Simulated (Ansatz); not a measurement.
## Changed inputs in constrained RPA: CeO2 (P4_2/mnm)

Wanted: the sensitivity and cost of U and J for CeO2 (P4_2/mnm).

Method: constrained RPA on LDA, plane waves, PAW, in Ansatz 0.2.0.

## (1) The starting structure

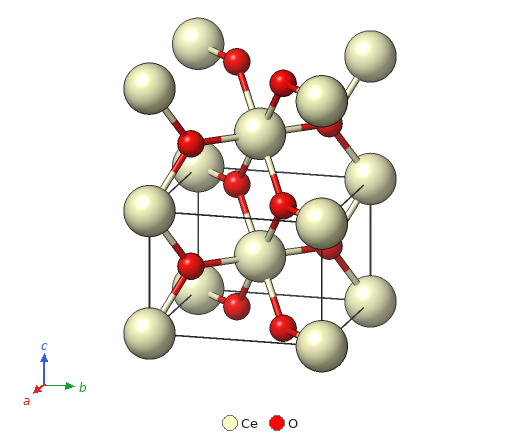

The cell as given, slightly off an axis (cerium light yellow, oxygen red). 1×1×2 cells are drawn. Some periodic images of atoms are drawn too.

Coordinates:

```cif
data_structure
_symmetry_space_group_name_H-M 'P 1'
_symmetry_Int_Tables_number 1
_cell_length_a 5.1347
_cell_length_b 5.1347
_cell_length_c 3.6364
_cell_angle_alpha 90.000
_cell_angle_beta 90.000
_cell_angle_gamma 90.000
_cell_volume 95.87
loop_
_atom_site_label
_atom_site_type_symbol
_atom_site_fract_x
_atom_site_fract_y
_atom_site_fract_z
_atom_site_occupancy
Ce1 Ce 0.50000 0.50000 0.50000 1
Ce2 Ce 0.00000 0.00000 0.00000 1
O3 O 0.81266 0.18734 0.50000 1
O4 O 0.18734 0.81266 0.50000 1
O5 O 0.31266 0.31266 0.00000 1
O6 O 0.68734 0.68734 0.00000 1
```

The cell and positions are those that the Materials Project relaxed with its own functionals (PBE, PBE+U or r2SCAN), kept fixed. This is not the form that CeO2 usually takes at ambient conditions. The program's search for lower electronic states was switched off, so nothing shows that the state found is the lowest. Spin-orbit coupling is left out unless a step names it. The default PAW set here is soft_2. Its files were made with PBE.

## (2) Base: Ce f, bands c1 to c14, 4×4×4 mesh, medium accuracy

Constrained RPA screens the interaction with every transition except those inside the target bands, which a later many-body model would treat itself.

input.yaml reads:

```yaml
crystal:
  lattice:
    - [3.63075078, -2.5673285, 2.5673285]
    - [-3.63075078, -2.5673285, 2.5673285]
    - [0.0, -2.57133724, -2.57133724]
  atoms:
    - { symbol: Ce, position: [0.5, 0.5, 0.5] }
    - { symbol: Ce, position: [0.0, 0.0, 0.0] }
    - { symbol: O, position: [0.81266, 0.18734, 0.5] }
    - { symbol: O, position: [0.18734, 0.81266, 0.5] }
    - { symbol: O, position: [0.31266, 0.31266, 0.0] }
    - { symbol: O, position: [0.68734, 0.68734, 0.0] }
kpoints:
  mp_grid: { grid: [4, 4, 8] }
hamiltonian:
  xc: lda
scf:
  occupations: { method: gaussian, width: 0.08 }
  n_extra_bands: 28
  max_iter: 150
  lower_state_search: "off"
output:
  crpa:
    kmesh: [4, 4, 4]
    target_bands: [c1, c14]
    projections: [{ species: Ce, l: f, shell: 4 }]
  local_orbitals:
    kmesh: [8, 8, 8]
    orbitals: [{ species: Ce, l: f, shell: 4 }]
    window: { bands: [c1, c14] }
    seedname: lo
```

Run with:

```
> ansatz run input.yaml --threads 4 --pin off --max-ram 14745MiB --backend cpu --events-out ev --progress --plain --runs-dir out
```

Numbers of over 12 decimals in the logs are rounded to 6 here.

What it wrote:

```text
Ce: projections on atomic orbitals take those of the free atom [Kr 4d10] 4f1 5s2 5p6 5d1 6s2, of charge +0.00 (hamiltonian.pseudopotentials.projection_atoms); the dataset's partial waves leave at most 1.4e-5 of an orbital's norm unspanned inside its sphere
scf.n_extra_bands = 28 over 24 filled bands (N_el = 48.0): the run solves 52 bands
Engine: ansatz 0.2.0, aarch64-unknown-linux-gnu
Pseudopotentials: kind: paw
Pseudopotential: Ce, paw, valence charge 12, recommended cutoff 420 eV (normal), Ce.paw.azcp
Pseudopotential: O, paw, valence charge 6, recommended cutoff 420 eV (normal), O.paw.azcp
Functional definition: SPW92
  exchange = slater_x
  correlation = pw_c
Crystal: 6 atoms, lattice volume = 95.873 Å³
Basis set: ecut = 420 eV, 1877 PW (Γ)
Bands: 52, of which v1, the nominal top of the filled ones, is band 24 counted from 1 (23 counted from 0)
Symmetry: 16 space group operations
Space group: P42/mnm (ITA 136), of the structure as read, at distance tolerance 4.6e-5 Å
k-points: 30 of 128
Non-local potential: Ce, projectors of the file, l = 0: 3, l = 1: 2, l = 2: 2, l = 3: 3
Non-local potential: O, projectors of the file, l = 0: 2, l = 1: 2, l = 2: 1
PAW form: soft (Blöchl's): semilocal exchange-correlation on the pseudo side does not see the compensation charge
PAW frozen core: Ce, regenerated for the run's functional, and the local potential with it (the file was generated under x = pbe(κ = 0.804, μ = 0.219515), c = pbe(β = 0.066725))
PAW frozen core: O, regenerated for the run's functional, and the local potential with it (the file was generated under x = pbe(κ = 0.804, μ = 0.219515), c = pbe(β = 0.066725))
PAW one-centre angular grid: Ce, 590 points (default); XC on 64 Gauss nodes
PAW one-centre angular grid: O, 110 points (default); XC on 64 Gauss nodes
Initial density: superposition of atomic densities (neutral atoms: chi_scale 0, normalization atom), corrected by the library's trained network
Initial wavefunctions: pseudopotential atomic-orbital guess
Functional: x = slater, c = lda
SCF iter   1: F=—  HF=-15025.976684 eV  |F-HF|=—  |Δ(HF+E_count)|=         —  Δρ=2.60e-2  dr2=6.71e-1  ethr=1.77e-3  ⟨swp⟩=5.3  Hψ=6582  notcnv=0  defer=125
preconditioner: auto → Resta (q_TF=auto, 2.431 Å⁻¹)  ε∞=4.5  [insulator: Δε(μ)=1.613 eV  Ē_g=13.463 eV  σ=0.080 eV  W_gap=1.00  n_scr=18 (ndim 8)  ℏωp=25.2 eV  f_vac=0.049  D(μ)=0.00/eV (n_scr^D=0)  ε∞_Penn≈4.5]
SCF iter   2: F=—  HF=-15026.069333 eV  |F-HF|=—  |Δ(HF+E_count)|=   9.26e-2  Δρ=3.41e-2  dr2=1.21e0  ethr=1.40e-3  ⟨swp⟩=4.0  Hψ=2869  notcnv=0  defer=539
SCF iter   3: F=—  HF=-15025.915702 eV  |F-HF|=—  |Δ(HF+E_count)|=   1.54e-1  Δρ=1.13e-2  dr2=1.35e-1  ethr=1.40e-3  ⟨swp⟩=2.2  Hψ=1557  notcnv=0  defer=539
[...]
cRPA screening: q 21/64 (q-point 9)
cRPA screening: q 23/64 (q-point 10)
cRPA screening: q 27/64 (q-point 11)
cRPA screening: q 29/64 (q-point 21)
[...]
cRPA screening: q 59/64 (q-point 31)
cRPA screening: q 61/64 (q-point 41)
cRPA screening: q 62/64 (q-point 42)
cRPA screening: q 64/64 (q-point 43)
SCF converged after 9 iterations
Free energy (F): -15025.896124 eV
Harris-Foulkes:  -15025.896124 eV  (|F-HF|=9.02e-8)
Internal energy: -15025.896124 eV  (E = F + TS)
E sigma→0 (E₀):  -15025.896124 eV
Fermi energy:    8.707036 eV
--- Per-component energies (eV) ---
  E_band       = -95.288610
  E_kinetic    = 1464.687429
  E_local      = -2338.768844  (includes V_loc(G=0)·N_el)
  E_nonlocal   = 83.608926
  E_hartree    = 824.255516
  E_xc         = -745.652565
  E_vxc        = -883.132688  (∫ρ·V_xc dr)
  E_paw        = -11177.034431  (= ΣΔE_a)
  E_vpaw       = -70.205362  (= ΣTr[D̂ρ^β])
  E_aug_tail   = 0.009822  (compensation charges beyond the density's cutoff)
  E_ewald      = -3138.260362
  E_core_change = 1.258386  (= ΣΔE_core)
  E_smearing   = -0.000000  (= −TS)
  E_closure    = 0.000000  (closes the sum)
  Σ components = -15025.896124   (vs F -15025.896124, Δ=0.00e0)
--- Band table (eV; the first three rows and the last of 30) ---
  k-point 0: bands = [... 20 lower, 7.2318, 7.2318, 7.3475, 7.7469, 9.7631, 9.7631, 9.7953, 9.9039, ... 24 higher]
  k-point 1: bands = [... 20 lower, 7.1541, 7.2846, 7.2846, 7.6022, 9.7738, 9.7738, 9.8785, 9.9119, ... 24 higher]
  k-point 2: bands = [... 20 lower, 6.6637, 7.2234, 7.4216, 7.4216, 9.8017, 9.8017, 9.8834, 9.9535, ... 24 higher]
  k-point 29: bands = [... 20 lower, 7.0243, 7.0243, 7.2664, 7.2664, 9.7824, 9.7824, 9.8254, 9.8254, ... 24 higher]
--- cRPA (band scheme, projected local orbitals): target bands 25..38 (1-based), 14 Wannier function(s), 4×4×4 mesh, 76 bands' worth read of 81 solved, ecut_chi 136.0 eV, v(q+G=0) probe_charge, pair densities all_electron ---
  bands read: the sum over 76 bands ends inside a degenerate multiplet in 2 slots, whose members it reads at an even weight; the widest, k=1: bands 76 to 77 (counted from 1) at 1/2 each
  χ-basis size per q: N_G = 334..360
  window electrons = 0.0000, filled by tetrahedron_uncorrected; constrained ε̄⁻¹(q = 0, 0) head = 0.160519; min gauge Gram eig = 0.7212
  Kanamori averages over each shell's own Wannier functions (sites counted from 0, functions from 1):
  Each shell's averages of U are screened by what lies outside the whole window alone: parameters of one model of all the shells.
    Site 0, 4F, 7 of 7 f orbitals (Wannier functions 1, 2, 3, 4, 5, 6, 7; wannier90's mr 1, 2, 3, 4, 5, 6, 7):
      screened: U = 3.7039 eV, U' = 2.7348 eV, J = 0.4644 eV
      screened, to within: U = 1.3e-2 eV, U' = 1.3e-2 eV, J = 9.4e-4 eV
      bare: V = 23.1725 eV, V' = 21.8206 eV, J = 0.6239 eV
    Site 1, 4F, 7 of 7 f orbitals (Wannier functions 8, 9, 10, 11, 12, 13, 14; wannier90's mr 1, 2, 3, 4, 5, 6, 7):
      screened: U = 3.7237 eV, U' = 2.7315 eV, J = 0.4611 eV
      screened, to within: U = 1.3e-2 eV, U' = 1.3e-2 eV, J = 9.4e-4 eV
      bare: V = 23.1766 eV, V' = 21.8199 eV, J = 0.6232 eV
  Hermiticity witness max|P − P†| over intra, direct and exchange elements: 1.78e-14 eV (screened), 2.02e-19 eV (bare)
  Reality witness max|Im| over intra, direct and exchange elements: 4.90e-9 eV (screened), 2.10e-12 eV (bare)
```

The job ended after 23 min (4 threads of Arm Neoverse V1, shared host; peak memory 1.2 GiB; 89 min of CPU time).

This step gave:

| Quantity | Value |
| --- | --- |
| U | 3.704 eV |
| U prime (inter-orbital) | 2.735 eV |
| J | 0.4644 eV |
| bare V | 23.17 eV |
| bare J | 0.6239 eV |
| stated bound on U | 0.01213 eV |
| U over bare V | 0.1598 |
| electrons in the window | 0 |
| head of the constrained inverse dielectric matrix | 0.1605 |
| least eigenvalue of the projection's overlap | 0.7212 |
| target functions | 14 |
| bands in the sums | 76 |
| r.m.s. miss of the model bands | 1.35e-4 eV |
| width of the target bands | 1.418 eV |
| weight of the projected orbitals in the window | 0.9209 |

On the Ce f shell, screening brings the on-site interaction from 23.2 eV down to U = 3.70 eV.

## (3) Changed: 2×2×4 mesh

Changes to input.yaml since step 2:

```diff
@@ -23,9 +23,4 @@
   crpa:
-    kmesh: [4, 4, 4]
+    kmesh: [2, 2, 4]
     target_bands: [c1, c14]
     projections: [{ species: Ce, l: f, shell: 4 }]
-  local_orbitals:
-    kmesh: [8, 8, 8]
-    orbitals: [{ species: Ce, l: f, shell: 4 }]
-    window: { bands: [c1, c14] }
-    seedname: lo
```

What it wrote:

```text
[...]
Crystal: 6 atoms, lattice volume = 95.873 Å³
Basis set: ecut = 420 eV, 1877 PW (Γ)
Bands: 52, of which v1, the nominal top of the filled ones, is band 24 counted from 1 (23 counted from 0)
Symmetry: 16 space group operations
[...]
k-points: 30 of 128
[...]
SCF iter   1: F=—  HF=-15025.976684 eV  |F-HF|=—  |Δ(HF+E_count)|=         —  Δρ=2.60e-2  dr2=6.71e-1  ethr=1.77e-3  ⟨swp⟩=5.3  Hψ=6582  notcnv=0  defer=125
[...]
SCF iter   9: F=-15025.896124 eV  HF=-15025.896124 eV  |F-HF|=9.02e-8  |Δ(HF+E_count)|=   1.27e-7  Δρ=9.68e-6  dr2=9.49e-8  ethr=2.08e-10  ⟨swp⟩=7.6  Hψ=6967  notcnv=0
SCF 1 converged in 9 iterations: F = -15025.896124 eV  dr2 = 9.49e-8
[...]
NSCF: frozen V_eff on 9 k-points
[...]
cRPA screening: q 1/16
cRPA screening: q 2/16
cRPA screening: q 4/16 (q-point 3)
cRPA screening: q 5/16
cRPA screening: q 7/16 (q-point 6)
cRPA screening: q 11/16 (q-point 7)
cRPA screening: q 13/16
cRPA screening: q 14/16
cRPA screening: q 16/16 (q-point 15)
SCF converged after 9 iterations
Free energy (F): -15025.896124 eV
[...]
Internal energy: -15025.896124 eV  (E = F + TS)
E sigma→0 (E₀):  -15025.896124 eV
Fermi energy:    8.707036 eV
[...]
--- Band table (eV; the first three rows and the last of 30) ---
  k-point 0: bands = [... 20 lower, 7.2318, 7.2318, 7.3475, 7.7469, 9.7631, 9.7631, 9.7953, 9.9039, ... 24 higher]
  k-point 1: bands = [... 20 lower, 7.1541, 7.2846, 7.2846, 7.6022, 9.7738, 9.7738, 9.8785, 9.9119, ... 24 higher]
  k-point 2: bands = [... 20 lower, 6.6637, 7.2234, 7.4216, 7.4216, 9.8017, 9.8017, 9.8834, 9.9535, ... 24 higher]
  k-point 29: bands = [... 20 lower, 7.0243, 7.0243, 7.2664, 7.2664, 9.7824, 9.7824, 9.8254, 9.8254, ... 24 higher]
[...]
χ-basis size per q: N_G = 334..360
[...]
screened: U = 3.7259 eV, U' = 2.7573 eV, J = 0.4643 eV
      screened, to within: U = 1.2e-2 eV, U' = 1.2e-2 eV, J = 9.4e-4 eV
      bare: V = 23.2016 eV, V' = 21.8495 eV, J = 0.6240 eV
[...]
screened: U = 3.7461 eV, U' = 2.7539 eV, J = 0.4609 eV
      screened, to within: U = 1.2e-2 eV, U' = 1.2e-2 eV, J = 9.4e-4 eV
      bare: V = 23.2057 eV, V' = 21.8488 eV, J = 0.6234 eV
[...]
```

The job ended after 3.6 min (4 threads; peak memory 1 GiB; 14 min of CPU time).

Numbers from this step:

- U: 3.726 eV
- U prime (inter-orbital): 2.757 eV
- J: 0.4643 eV
- bare V: 23.20 eV
- bare J: 0.6240 eV
- stated bound on U: 0.01104 eV
- U over bare V: 0.1606
- electrons in the window: 0
- head of the constrained inverse dielectric matrix: 0.1620
- least eigenvalue of the projection's overlap: 0.7212
- target functions: 14
- bands in the sums: 76
- width of the target bands: 1.418 eV
- weight of the projected orbitals in the window: 0.9209

On the Ce f shell, screening brings the on-site interaction from 23.2 eV down to U = 3.73 eV.

## (4) Changed: 2×2×2 mesh

Changes to input.yaml since step 3:

```diff
@@ -23,3 +23,3 @@
   crpa:
-    kmesh: [2, 2, 4]
+    kmesh: [2, 2, 2]
     target_bands: [c1, c14]
```

What it wrote:

```text
[...]
Crystal: 6 atoms, lattice volume = 95.873 Å³
Basis set: ecut = 420 eV, 1877 PW (Γ)
Bands: 52, of which v1, the nominal top of the filled ones, is band 24 counted from 1 (23 counted from 0)
Symmetry: 16 space group operations
[...]
k-points: 30 of 128
[...]
χ-basis size per q: N_G = 334..348
[...]
screened: U = 3.7050 eV, U' = 2.7403 eV, J = 0.4617 eV
      screened, to within: U = 1.1e-2 eV, U' = 1.1e-2 eV, J = 9.2e-4 eV
      bare: V = 23.2371 eV, V' = 21.8840 eV, J = 0.6233 eV
[...]
screened: U = 3.7248 eV, U' = 2.7370 eV, J = 0.4585 eV
      screened, to within: U = 1.1e-2 eV, U' = 1.1e-2 eV, J = 9.2e-4 eV
      bare: V = 23.2406 eV, V' = 21.8834 eV, J = 0.6228 eV
[...]
[key lines of the parts left out:]
SCF converged after 9 iterations
Free energy (F): -15025.896124 eV
Fermi energy:    8.707036 eV
```

The job ended after 91 s (4 threads; peak memory 1 GiB).

Numbers from this step:

| Item | Value |
| --- | --- |
| U | 3.705 eV |
| U prime (inter-orbital) | 2.740 eV |
| J | 0.4617 eV |
| bare V | 23.24 eV |
| bare J | 0.6233 eV |
| stated bound on U | 0.01053 eV |
| U over bare V | 0.1594 |
| electrons in the window | 0 |
| head of the constrained inverse dielectric matrix | 0.1622 |
| least eigenvalue of the projection's overlap | 0.7212 |
| target functions | 14 |
| bands in the sums | 76 |
| width of the target bands | 1.418 eV |
| weight of the projected orbitals in the window | 0.9209 |

On the Ce f shell, screening brings the on-site interaction from 23.2 eV down to U = 3.71 eV.

## (5) Changed: volume +3 %

The cell differs from the one that the last finished run ended in (a 5.135 → 5.185 Å, b 5.135 → 5.185 Å, c 3.636 → 3.672 Å).

Changes to input.yaml since step 4:

```diff
@@ -2,5 +2,5 @@
   lattice:
-    - [3.63075078, -2.5673285, 2.5673285]
-    - [-3.63075078, -2.5673285, 2.5673285]
-    - [0.0, -2.57133724, -2.57133724]
+    - [3.6667011456, -2.5927492473, 2.5927492473]
+    - [-3.6667011456, -2.5927492473, 2.5927492473]
+    - [0.0, -2.5967976804, -2.5967976804]
   atoms:
@@ -23,4 +23,9 @@
   crpa:
-    kmesh: [2, 2, 2]
+    kmesh: [4, 4, 4]
     target_bands: [c1, c14]
     projections: [{ species: Ce, l: f, shell: 4 }]
+  local_orbitals:
+    kmesh: [8, 8, 8]
+    orbitals: [{ species: Ce, l: f, shell: 4 }]
+    window: { bands: [c1, c14] }
+    seedname: lo
```

What it wrote:

```text
[...]
Crystal: 6 atoms, lattice volume = 98.749 Å³
Basis set: ecut = 420 eV, 1941 PW (Γ)
Bands: 52, of which v1, the nominal top of the filled ones, is band 24 counted from 1 (23 counted from 0)
Symmetry: 16 space group operations
[...]
k-points: 30 of 128
[...]
χ-basis size per q: N_G = 334..382
[...]
screened: U = 3.6046 eV, U' = 2.6395 eV, J = 0.4628 eV
      screened, to within: U = 1.3e-2 eV, U' = 1.3e-2 eV, J = 9.5e-4 eV
      bare: V = 23.1868 eV, V' = 21.8340 eV, J = 0.6245 eV
[...]
screened: U = 3.6247 eV, U' = 2.6362 eV, J = 0.4594 eV
      screened, to within: U = 1.3e-2 eV, U' = 1.3e-2 eV, J = 9.5e-4 eV
      bare: V = 23.1913 eV, V' = 21.8332 eV, J = 0.6238 eV
[...]
[key lines of the parts left out:]
SCF converged after 10 iterations
Free energy (F): -15025.721122 eV
Fermi energy:    8.280129 eV
```

Run time: 24 min. Hardware: 4 threads; peak memory 1.2 GiB.

Numbers from this step:

```
U                                                 : 3.605 eV
U prime (inter-orbital)                           : 2.640 eV
J                                                 : 0.4628 eV
bare V                                            : 23.19 eV
bare J                                            : 0.6245 eV
stated bound on U                                 : 0.01237 eV
U over bare V                                     : 0.1555
electrons in the window                           : 0
head of the constrained inverse dielectric matrix : 0.1582
least eigenvalue of the projection's overlap      : 0.7208
target functions                                  : 14
bands in the sums                                 : 76
r.m.s. miss of the model bands                    : 1.17e-4 eV
width of the target bands                         : 1.354 eV
weight of the projected orbitals in the window    : 0.9215
```

On the Ce f shell, screening brings the on-site interaction from 23.2 eV down to U = 3.60 eV.

## (6) Side by side

Times are wall times on 4 threads of Arm Neoverse V1, shared host, good to a factor of about two.

| run | bare V (eV) | U (eV) | J (eV) | bound on U (eV) | width (eV) | time |
| --- | --- | --- | --- | --- | --- | --- |
| target window | 23.17 | 3.704 | 0.464 | 0.0121 | 1.42 | 23 min |
| 2×2×4 mesh | 23.20 | 3.726 | 0.464 | 0.0110 | 1.42 | 3.6 min |
| 2×2×2 mesh | 23.24 | 3.705 | 0.462 | 0.0105 | 1.42 | 91 s |
| volume +3 % | 23.19 | 3.605 | 0.463 | 0.0124 | 1.35 | 24 min |

## (7) Summary of results

```json
{
 "target window": "U 3.70 eV, J 0.46 eV",
 "2×2×4 mesh": "U 3.73 eV, J 0.46 eV",
 "2×2×2 mesh": "U 3.71 eV, J 0.46 eV",
 "volume +3 %": "U 3.60 eV, J 0.46 eV"
}
```

In words: 2×2×4 mesh moves U by +0.02 eV (within the solver's bounds, for the mean over orbitals) at 0.16 times the time. 2×2×2 mesh moves U by +0.001 eV (within the solver's bounds, for the mean over orbitals) at 0.066 times the time. Volume +3 % moves U by −0.10 eV. The printed bound covers the solver alone, not the mesh, and no denser mesh than the base was run. The parent state is non-magnetic and the interaction static (zero frequency); U depends on the window and the orbitals, so it belongs to this model alone.

[Paths, hosts, dates, memory and timing lines, banners, echoed tables and standing remarks are left out of the program output.]

[Logs are printed without paths, hosts, clocks, repeated set-up lines and the standing remarks that a program may print on its own settings, such as how far it seeks lower states.]

[Runs of the session that timed out or met a known fault of the program may be left out.]

[Hosts, paths, dates, database ids (printed as entryN), source tags and the programs' standing remarks are cut or masked in the printed files.]
